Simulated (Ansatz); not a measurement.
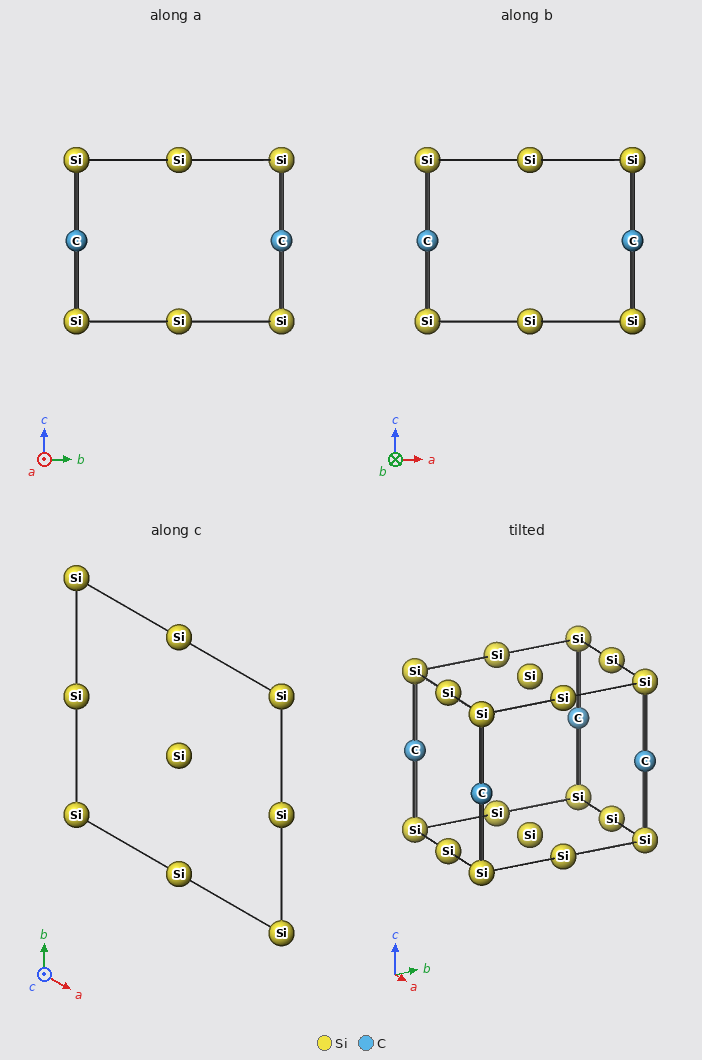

Ball-and-stick representation of a periodic structure, projected along the a axis, along the b axis, along the c axis and slightly off an axis. One conventional unit cell is framed, with atoms on its boundary repeated.

Lattice parameters: a = 5.1618 Å, b = 5.1618 Å, c = 3.5194 Å, α = 90.000°, β = 90.000°, γ = 120.000°.

**Convert the drawing into a CIF with its space group and independent sites.**

```cif
data_structure
_symmetry_space_group_name_H-M 'P 6/m m m'
_symmetry_Int_Tables_number 191
_cell_length_a 5.1618
_cell_length_b 5.1618
_cell_length_c 3.5194
_cell_angle_alpha 90.000
_cell_angle_beta 90.000
_cell_angle_gamma 120.000
_cell_volume 81.21
loop_
_atom_site_label
_atom_site_type_symbol
_atom_site_symmetry_multiplicity
_atom_site_Wyckoff_symbol
_atom_site_fract_x
_atom_site_fract_y
_atom_site_fract_z
_atom_site_occupancy
Si1 Si 1 a 0.0000 0.0000 0.0000 1
Si2 Si 3 f 0.5000 0.0000 0.0000 1
C1 C 1 b 0.0000 0.0000 0.5000 1
```

Origin of the cell: a random cell made by a generator, so it need not be a real form of the compound. Earlier steps of the study may have refined or changed the cell and positions. It was run through Ansatz as a DFT input.
